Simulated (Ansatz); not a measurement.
```xyz
13

Zr   -0.2439    0.2298    0.4755
F    -1.3736    0.0449    2.0410
O     1.8835    0.1999   -0.0487
H     2.2730   -0.2750   -0.7999
O    -1.0698    1.5177   -0.6969
H    -1.6446    1.7910   -1.4263
O    -0.4791   -1.5295   -0.2913
H    -0.5845   -2.4767   -0.4512
O     1.0143    1.3846    1.8664
Al    2.7618    1.2245    1.2471
H     3.6537    0.3180    2.2296
H     3.3486    2.5824    0.6275
H     0.7108    1.6265    2.7566
```

Core potentials replace the inner electrons of Zr.

The calculation used RKS PBE/def2-SVP in Ansatz 0.2.0.

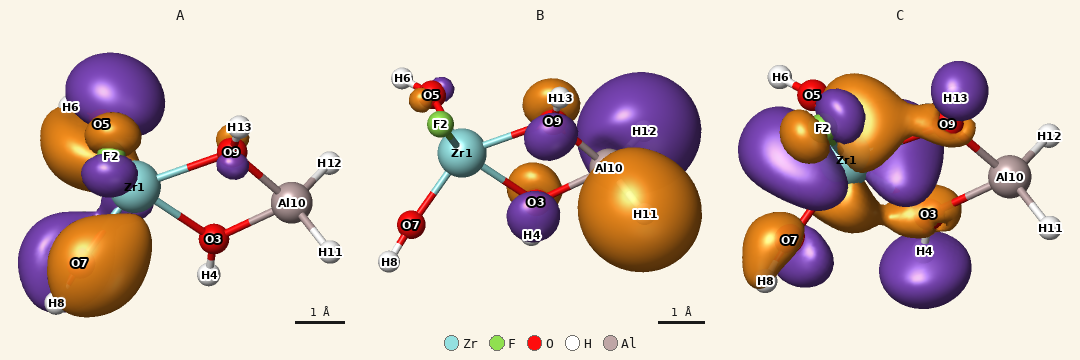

AlFH6O4Zr. Three frontier orbitals at ±0.08 Å⁻³ᐟ² (orange and purple are the two phases), in no order.

Which picture is the HOMO−1, the HOMO and the LUMO?

Answer. A is the HOMO−1 (−7.33 eV). Its weight (Hirshfeld) is mainly on O5 (about 40 %) and O7 (about 40 %); largely a combination of lone pairs on O5 and O7. B is the HOMO (−6.13 eV). Its weight (Hirshfeld) is mainly on Al10 (about 30 %), H12 (about 30 %) and H11 (about 30 %). C is the LUMO (−1.13 eV). By Hirshfeld shares it lies mainly on Zr1 (about 65 %), O7 (about 5 %), F2 (about 5 %) and H4 (about 5 %).

What is the HOMO–LUMO gap?

Answer. 5.00 eV between the orbital energies.
